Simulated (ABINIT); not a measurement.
# MgS (Niningerite): G0W0 in ABINIT against the k mesh, part 2 of 2

Wanted: the cheapest k mesh that holds the gap of MgS (Niningerite).

ABINIT 10.8.3; LDA and many-body steps on it, plane waves. Known limits of the many-body steps: not at the basis limit; coarse k mesh.

So far. Step 5 (Empty states on the mesh, 8×8×8 mesh, 38 bands): On this mesh the gap is 2.559 eV. Step 6 (Screening, 2×2×2 mesh, 34 bands, screening to 130.6 eV): Local fields lower ε∞ by 13 %. On a Γ-centred mesh this coarse the value itself is usually too large, while a short band sum pulls it down.

## Step 8: Screening, 4×4×4 mesh, 34 bands, screening to 130.6 eV

This step: RPA screening on LDA, plane waves, norm-conserving pseudopotentials.

run.abi

```
acell 3*1.0 Angstrom
rprim 
  0.000000000000 2.601650000000 2.601650000000
  2.601650000000 0.000000000000 2.601650000000
  2.601650000000 2.601650000000 0.000000000000
ntypat 2
znucl 12 16
natom 2
typat 1 2
xred 
  0.000000000000 0.000000000000 0.000000000000
  0.500000000000 0.500000000000 0.500000000000
pp_dirpath "pseudos"
pseudos "Mg.upf, S.upf"
ecut 38
ngkpt 4 4 4
nshiftk 1
shiftk 0 0 0
kptopt 1
chksymbreak 0
istwfk *1
occopt 1
irdwfk 1
optdriver 3
nband 34
ecuteps 4.8
inclvkb 2
awtr 1
symchi 1
indata_prefix "in"
outdata_prefix "out"
tmpdata_prefix "tmp"
```

Run with:

```bash
OMP_NUM_THREADS=1 mpirun -n 4 abinit run.abi > log
```

Numbers of over 12 decimals in the logs are rounded to 6 here.

Output:

```text
.Version 10.8.3 of ABINIT. v10.8.2 released Aug 2026.

 Symmetries : space group Fm -3 m (#225); Bravais cF (face-center cubic)
[... echo of the input left out ...]
== DATASET  1 ==================================================================
-   mpi_nproc: 4, omp_nthreads: 1 (-1 if OMP is not activated)

--- !DatasetInfo
iteration_state: {dtset: 1, }
dimensions: {natom: 2, nkpt: 8, mband: 34, nsppol: 1, nspinor: 1, nspden: 1, mpw: 2698, }
cutoff_energies: {ecut:  38.0, pawecutdg:  -1.0, }
electrons: {nelect:   1.60000000E+01, charge:   0.00000000E+00, occopt:   1.00000000E+00, tsmear:   1.00000000E-02, }

 SCREENING: Calculation of the susceptibility and dielectric matrices

 Based on a program developped by R.W. Godby, V. Olevano, G. Onida, and L. Reining.
 Incorporated in ABINIT by V. Olevano, G.-M. Rignanese, and M. Torrent.
.Using double precision arithmetic ; gwpc =  8

[... cell and pseudopotentials left out ...]
--------------------------------------------------------------------------------

 ==== K-mesh for the wavefunctions ====
 Number of points in the irreducible wedge :     8
[... list of points left out ...]
 Together with 48 symmetry operations and time-reversal symmetry
 yields    64 points in the full Brillouin Zone.

 ==== Q-mesh for the screening function ====
 Number of points in the irreducible wedge :     8
[... list of points left out ...]
 Together with 48 symmetry operations and time-reversal symmetry
 yields    64 points in the full Brillouin Zone.

 setmesh: FFT mesh size selected  =    25x   25x   25
          total number of points  =        15625

 vcoul_init : cutoff-mode = AUXILIARY_FUNCTION
 q-points for optical limit:   1
     1)      0.000010    0.000020    0.000030

- screening: taking advantage of time-reversal symmetry
- Maximum band index for partially occupied states nbvw = 8
- Remaining bands to be divided among processors   nbcw = 26
- Number of bands treated by each node ~6

 Number of electrons calculated from density =   16.0000; Expected =   16.0000
 average of density, n =  0.067320
 r_s =    1.5249
 omega_plasma =   25.0282 [eV]

 calculating chi0 at frequencies [eV] :
  1    0.000000E+00    0.000000E+00
  2    0.000000E+00    2.502816E+01

--------------------------------------------------------------------------------
  q-point number  1        q = ( 0.000000, 0.000000, 0.000000) [r.l.u.]
--------------------------------------------------------------------------------
[... chi0 elements left out ...]
 For q-point:  0.000010 0.000020 0.000030
  dielectric constant =   6.5413
  dielectric constant without local fields =   7.5410

  Average fulfillment of the sum rule on Im[epsilon] for q-point    1 :     37.09  [%]
[... wings left out ...]
  q-point number  2        q = ( 0.250000, 0.000000, 0.000000) [r.l.u.]
--------------------------------------------------------------------------------
[... chi0 elements left out ...]
  Average fulfillment of the sum rule on Im[epsilon] for q-point    2 :     50.50  [%]

 [... 6 further q-points ...]
```

It took 14 s on 4 MPI ranks of Arm Neoverse N1, shared host; peak memory 0.44 GiB.

Numbers from this step:

| Property | Result |
| --- | --- |
| ε∞ with local fields, on this mesh, along the program's q direction | 6.541 |
| the same without local fields | 7.541 |
| plasma frequency | 25.03 eV |
| plane waves in the screening matrix | 113 |

## Step 9: 4×4×4

The self-energy is evaluated for the states that the input lists, and the levels follow from it, in one-shot runs by the linearised quasiparticle equation.

This step: G0W0 on LDA, plane waves, norm-conserving pseudopotentials.

run.abi: that of step 8 with these lines changed.

```diff
@@ -23,8 +23,17 @@
 irdwfk 1
-optdriver 3
+optdriver 4
 nband 34
+gwcalctyp 0
+ecutsigx 38
+symsigma 1
+nkptgw 2
+kptgw 
+  0.0000000000 0.0000000000 0.0000000000
+  0.5000000000 0.5000000000 0.0000000000
+bdgw 
+  6 12
+  7 10
 ecuteps 4.8
-inclvkb 2
-awtr 1
-symchi 1
+irdscr 1
+ppmodel 1
 indata_prefix "in"
```

Output:

```text
.Version 10.8.3 of ABINIT. v10.8.2 released Aug 2026.

 Symmetries : space group Fm -3 m (#225); Bravais cF (face-center cubic)
[... echo of the input left out ...]
== DATASET  1 ==================================================================
-   mpi_nproc: 4, omp_nthreads: 1 (-1 if OMP is not activated)

--- !DatasetInfo
iteration_state: {dtset: 1, }
dimensions: {natom: 2, nkpt: 8, mband: 34, nsppol: 1, nspinor: 1, nspden: 1, mpw: 2698, }
cutoff_energies: {ecut:  38.0, pawecutdg:  -1.0, }
electrons: {nelect:   1.60000000E+01, charge:   0.00000000E+00, occopt:   1.00000000E+00, tsmear:   1.00000000E-02, }

 SIGMA: Calculation of the GW corrections

 Based on a program developped by R.W. Godby, V. Olevano, G. Onida, and L. Reining.
 Incorporated in ABINIT by V. Olevano, G.-M. Rignanese, and M. Torrent.
.Using double precision arithmetic ; gwpc =  8

[... cell and pseudopotentials left out ...]
--------------------------------------------------------------------------------

 ==== K-mesh for the wavefunctions ====
 Number of points in the irreducible wedge :     8
[... list of points left out ...]
 Together with 48 symmetry operations and time-reversal symmetry
 yields    64 points in the full Brillouin Zone.

 ==== Q-mesh for screening function ====
 Number of points in the irreducible wedge :     8
[... list of points left out ...]
 Together with 48 symmetry operations and time-reversal symmetry
 yields    64 points in the full Brillouin Zone.

 vcoul_init : cutoff-mode = AUXILIARY_FUNCTION
 q-points for optical limit:   1
     1)      0.000010    0.000020    0.000030
 setmesh: FFT mesh size selected  =    40x   40x   40
          total number of points  =        64000

 Number of electrons calculated from density =   16.0000; Expected =   16.0000
[...]
number of omega for Sigma on real axis              0
 max omega for Sigma on real axis  [eV]           0.00
 zcut for avoiding poles [eV]                     0.10

 EPSILON^-1 parameters (SCR file):
 dimension of the eps^-1 matrix on file            113
 dimension of the eps^-1 matrix used               113
 number of plane-waves for wavefunctions          2685
 number of bands                                    34
 number of q-points in IBZ                           8
 number of frequencies                               2
 number of real frequencies                          1
 number of imag frequencies                          1

 matrix elements of self-energy operator (all in [eV])

 Perturbative Calculation

--- !SelfEnergy_ee
iteration_state: {dtset: 1, }
kpoint     : [   0.000,    0.000,    0.000, ]
spin       : 1
KS_gap     :    3.476
QP_gap     :    5.097
Delta_QP_KS:    1.621
data: !SigmaeeData |
     Band     E0 <VxcDFT>   SigX SigC(E0)      Z dSigC/dE  Sig(E)    E-E0       E
        6   4.124 -13.284 -16.382   2.319   0.785  -0.275 -13.895  -0.611   3.513
        7   4.124 -13.284 -16.382   2.319   0.785  -0.275 -13.895  -0.611   3.513
        8   4.124 -13.284 -16.382   2.319   0.785  -0.275 -13.895  -0.611   3.513
[...]
--- !SelfEnergy_ee
iteration_state: {dtset: 1, }
kpoint     : [   0.500,    0.500,    0.000, ]
spin       : 1
KS_gap     :    4.261
QP_gap     :    6.086
Delta_QP_KS:    1.826
data: !SigmaeeData |
     Band     E0 <VxcDFT>   SigX SigC(E0)      Z dSigC/dE  Sig(E)    E-E0       E
[...]
9   6.683 -10.852  -6.192  -3.299   0.818  -0.222  -9.737   1.114   7.797
       10   8.392  -8.957  -4.414  -3.463   0.823  -0.215  -8.068   0.889   9.280

== END DATASET(S) ==============================================================
================================================================================

 -outvars: echo values of variables after computation  --------
           etotal      0.0000000000E+00
            nband          34
             nkpt           8
          spgroup         225
 [... the other variables as echoed above ...]

 Calculation completed.
```

Elapsed: 7 s, on 4 MPI ranks; peak memory 0.44 GiB.

Numbers from this step:

```
G0W0 gap on the points computed              : 4.284 eV
starting gap on the mesh                     : 2.559 eV
k of the valence top                         : 0, 0, 0
k of the conduction bottom                   : 0.5, 0.5, 0
Z at the valence top                         : 0.785
Z at the conduction bottom                   : 0.818
least direct G0W0 gap on the computed points : 5.097 eV
```

The gap on the mesh goes from 2.56 eV to 4.28 eV, a correction of +1.73 eV.

## Step 10: Screening, 6×6×6 mesh, 34 bands, screening to 130.6 eV

This step: RPA screening on LDA, plane waves, norm-conserving pseudopotentials.

run.abi: that of step 9 with these lines changed.

```diff
@@ -15,3 +15,3 @@
 ecut 38
-ngkpt 4 4 4
+ngkpt 6 6 6
 nshiftk 1
@@ -23,17 +23,8 @@
 irdwfk 1
-optdriver 4
+optdriver 3
 nband 34
-gwcalctyp 0
-ecutsigx 38
-symsigma 1
-nkptgw 2
-kptgw 
-  0.0000000000 0.0000000000 0.0000000000
-  0.5000000000 0.5000000000 0.0000000000
-bdgw 
-  6 12
-  7 10
 ecuteps 4.8
-irdscr 1
-ppmodel 1
+inclvkb 2
+awtr 1
+symchi 1
 indata_prefix "in"
```

Output:

```text
.Version 10.8.3 of ABINIT. v10.8.2 released Aug 2026.

 Symmetries : space group Fm -3 m (#225); Bravais cF (face-center cubic)
[... echo of the input left out ...]
== DATASET  1 ==================================================================
-   mpi_nproc: 4, omp_nthreads: 1 (-1 if OMP is not activated)

--- !DatasetInfo
iteration_state: {dtset: 1, }
dimensions: {natom: 2, nkpt: 16, mband: 34, nsppol: 1, nspinor: 1, nspden: 1, mpw: 2698, }
cutoff_energies: {ecut:  38.0, pawecutdg:  -1.0, }
[...]
--------------------------------------------------------------------------------
[... chi0 elements left out ...]
 For q-point:  0.000010 0.000020 0.000030
  dielectric constant =   5.5083
  dielectric constant without local fields =   6.4285

  Average fulfillment of the sum rule on Im[epsilon] for q-point    1 :     37.04  [%]
[... wings left out ...]
  q-point number  2        q = ( 0.166667, 0.000000, 0.000000) [r.l.u.]
--------------------------------------------------------------------------------
[... chi0 elements left out ...]
  Average fulfillment of the sum rule on Im[epsilon] for q-point    2 :     53.40  [%]

 [... 14 further q-points ...]
```

Elapsed: 75 s, on 4 MPI ranks; peak memory 0.61 GiB; 4.5 min of CPU time.

This step gave:

```yaml
eps_infinity_with_local_fields_on_this_mesh_along_the_program_s_q_direction: 5.508
the_same_without_local_fields: 6.428
plasma_frequency: 25.03 eV
plane_waves_in_the_screening_matrix: 113
```

## Step 11: 6×6×6

This step: G0W0 on LDA, plane waves, norm-conserving pseudopotentials.

run.abi: that of step 10 with these lines changed.

```diff
@@ -23,8 +23,17 @@
 irdwfk 1
-optdriver 3
+optdriver 4
 nband 34
+gwcalctyp 0
+ecutsigx 38
+symsigma 1
+nkptgw 2
+kptgw 
+  0.0000000000 0.0000000000 0.0000000000
+  0.5000000000 0.5000000000 0.0000000000
+bdgw 
+  6 12
+  7 10
 ecuteps 4.8
-inclvkb 2
-awtr 1
-symchi 1
+irdscr 1
+ppmodel 1
 indata_prefix "in"
```

Output:

```text
.Version 10.8.3 of ABINIT. v10.8.2 released Aug 2026.

 Symmetries : space group Fm -3 m (#225); Bravais cF (face-center cubic)
[... echo of the input left out ...]
== DATASET  1 ==================================================================
-   mpi_nproc: 4, omp_nthreads: 1 (-1 if OMP is not activated)

--- !DatasetInfo
iteration_state: {dtset: 1, }
dimensions: {natom: 2, nkpt: 16, mband: 34, nsppol: 1, nspinor: 1, nspden: 1, mpw: 2698, }
cutoff_energies: {ecut:  38.0, pawecutdg:  -1.0, }
[...]
Band     E0 <VxcDFT>   SigX SigC(E0)      Z dSigC/dE  Sig(E)    E-E0       E
[...]
9   6.683 -10.860  -6.317  -3.205   0.819  -0.221  -9.764   1.097   7.780
       10   8.392  -8.969  -4.512  -3.391   0.824  -0.214  -8.091   0.879   9.270

== END DATASET(S) ==============================================================
================================================================================

 -outvars: echo values of variables after computation  --------
           etotal      0.0000000000E+00
            nband          34
             nkpt          16
          spgroup         225
 [... the other variables as echoed above ...]

 Calculation completed.
```

Run time: 9.2 s. Hardware: 4 MPI ranks; peak memory 0.56 GiB.

This step gave:

| Quantity | Value |
| --- | --- |
| G0W0 gap on the points computed | 4.306 eV |
| starting gap on the mesh | 2.559 eV |
| k of the valence top | 0, 0, 0 |
| k of the conduction bottom | 0.5, 0.5, 0 |
| least direct G0W0 gap on the computed points | 5.106 eV |

Against the run before, the gap moves by +0.022 eV.

## Step 12: Screening, 8×8×8 mesh, 34 bands, screening to 130.6 eV

This step: RPA screening on LDA, plane waves, norm-conserving pseudopotentials.

run.abi: that of step 11 with these lines changed.

```diff
@@ -15,3 +15,3 @@
 ecut 38
-ngkpt 6 6 6
+ngkpt 8 8 8
 nshiftk 1
@@ -23,17 +23,8 @@
 irdwfk 1
-optdriver 4
+optdriver 3
 nband 34
-gwcalctyp 0
-ecutsigx 38
-symsigma 1
-nkptgw 2
-kptgw 
-  0.0000000000 0.0000000000 0.0000000000
-  0.5000000000 0.5000000000 0.0000000000
-bdgw 
-  6 12
-  7 10
 ecuteps 4.8
-irdscr 1
-ppmodel 1
+inclvkb 2
+awtr 1
+symchi 1
 indata_prefix "in"
```

Output:

```text
.Version 10.8.3 of ABINIT. v10.8.2 released Aug 2026.

 Symmetries : space group Fm -3 m (#225); Bravais cF (face-center cubic)
[... echo of the input left out ...]
== DATASET  1 ==================================================================
-   mpi_nproc: 4, omp_nthreads: 1 (-1 if OMP is not activated)

--- !DatasetInfo
iteration_state: {dtset: 1, }
dimensions: {natom: 2, nkpt: 29, mband: 34, nsppol: 1, nspinor: 1, nspden: 1, mpw: 2698, }
cutoff_energies: {ecut:  38.0, pawecutdg:  -1.0, }
[...]
--------------------------------------------------------------------------------
[... chi0 elements left out ...]
 For q-point:  0.000010 0.000020 0.000030
  dielectric constant =   5.3110
  dielectric constant without local fields =   6.2207

  Average fulfillment of the sum rule on Im[epsilon] for q-point    1 :     37.01  [%]
[... wings left out ...]
  q-point number  2        q = ( 0.125000, 0.000000, 0.000000) [r.l.u.]
--------------------------------------------------------------------------------
[... chi0 elements left out ...]
  Average fulfillment of the sum rule on Im[epsilon] for q-point    2 :     54.62  [%]

 [... 27 further q-points ...]
```

It took 5.6 min on 4 MPI ranks; peak memory 0.91 GiB; 21 min of CPU time.

This step gave:

* ε∞ with local fields, on this mesh, along the program's q direction: 5.311
* the same without local fields: 6.221
* plasma frequency: 25.03 eV
* plane waves in the screening matrix: 113

## Step 13: 8×8×8

This step: G0W0 on LDA, plane waves, norm-conserving pseudopotentials.

run.abi: that of step 12 with these lines changed.

```diff
@@ -23,8 +23,17 @@
 irdwfk 1
-optdriver 3
+optdriver 4
 nband 34
+gwcalctyp 0
+ecutsigx 38
+symsigma 1
+nkptgw 2
+kptgw 
+  0.0000000000 0.0000000000 0.0000000000
+  0.5000000000 0.5000000000 0.0000000000
+bdgw 
+  6 12
+  7 10
 ecuteps 4.8
-inclvkb 2
-awtr 1
-symchi 1
+irdscr 1
+ppmodel 1
 indata_prefix "in"
```

Output:

```text
.Version 10.8.3 of ABINIT. v10.8.2 released Aug 2026.

 Symmetries : space group Fm -3 m (#225); Bravais cF (face-center cubic)
[... echo of the input left out ...]
== DATASET  1 ==================================================================
-   mpi_nproc: 4, omp_nthreads: 1 (-1 if OMP is not activated)

--- !DatasetInfo
iteration_state: {dtset: 1, }
dimensions: {natom: 2, nkpt: 29, mband: 34, nsppol: 1, nspinor: 1, nspden: 1, mpw: 2698, }
cutoff_energies: {ecut:  38.0, pawecutdg:  -1.0, }
[...]
Band     E0 <VxcDFT>   SigX SigC(E0)      Z dSigC/dE  Sig(E)    E-E0       E
[...]
9   6.683 -10.861  -6.348  -3.179   0.820  -0.220  -9.768   1.093   7.776
       10   8.392  -8.970  -4.534  -3.372   0.824  -0.214  -8.093   0.877   9.269

== END DATASET(S) ==============================================================
================================================================================

 -outvars: echo values of variables after computation  --------
           etotal      0.0000000000E+00
            nband          34
             nkpt          29
          spgroup         225
 [... the other variables as echoed above ...]

 Calculation completed.
```

Wall time 13 s (4 MPI ranks); peak memory 1.3 GiB.

Numbers from this step:

- G0W0 gap on the points computed: 4.308 eV
- starting gap on the mesh: 2.559 eV
- k of the valence top: 0, 0, 0
- k of the conduction bottom: 0.5, 0.5, 0
- least direct G0W0 gap on the computed points: 5.103 eV

Against the run before, the gap moves by +0.002 eV.

## Step 14: The runs together

Times are wall times on 4 MPI ranks of Arm Neoverse N1, shared host. The host was busy with other work, so they are no guide to cost. A run's time includes the screening step that it read.

```csv
run,mesh,bands,screening cutoff (eV),DFT gap (eV),gap on the mesh (eV),direct (eV),ε∞ used,time
2×2×2,2×2×2,34,130.6,2.559,4.226,5.108,13.49,11 s
4×4×4,4×4×4,34,130.6,2.559,4.284,5.097,6.54,21 s
6×6×6,6×6×6,34,130.6,2.559,4.306,5.106,5.51,84 s
8×8×8,8×8×8,34,130.6,2.559,4.308,5.103,5.31,5.8 min
```

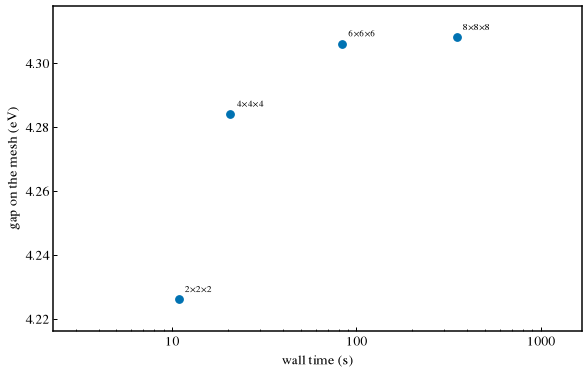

Result against wall time.

## Step 15: Results

| Property | Result |
| --- | --- |
| 2×2×2 | 4.226 eV |
| 4×4×4 | 4.284 eV |
| 6×6×6 | 4.306 eV |
| 8×8×8 | 4.308 eV |
| known limits | not at the basis limit; coarse k mesh |

What this shows: The setting moved: k mesh. From 2×2×2 to 8×8×8 the gap moves by +0.08 eV, for 32 times the time. It holds to 0.03 eV from 4×4×4 on. Bands and screening cutoff are coupled, so a series along one setting does not show full convergence. Bands and cutoff are finite, so the gap is not at the basis limit. The miss can reach some tenths of an eV and take either sign; the mesh is an error of its own. In the G0W0 runs levels were corrected at 2 k points alone, so a gap called «on the mesh» is the least over those, and an edge elsewhere would be missed. The 2×2×2 mesh is coarse for this cell, which bears on the long-range parts of exchange and screening.

[Paths, hosts, dates, memory and timing lines, banners, echoed tables and standing remarks are left out of the program output.]

[Logs are printed without paths, hosts, clocks, repeated set-up lines and the standing remarks that a program may print on its own settings, such as how far it seeks lower states.]

[Runs of the session that timed out or met a known fault of the program may be left out.]

[Hosts, paths, dates, database ids (printed as entryN), source tags and the programs' standing remarks are cut or masked in the printed files.]

[G0W0 gaps are taken among the corrected bands and points alone; a level outside them can change the order at an edge.]

[Where Ansatz stands beside ABINIT at settings called matched, ABINIT's density can come from a denser mesh and the files from another edition; pairs whose starting gaps differed by over 0.03 eV were left out, so agreement reads better than it is.]
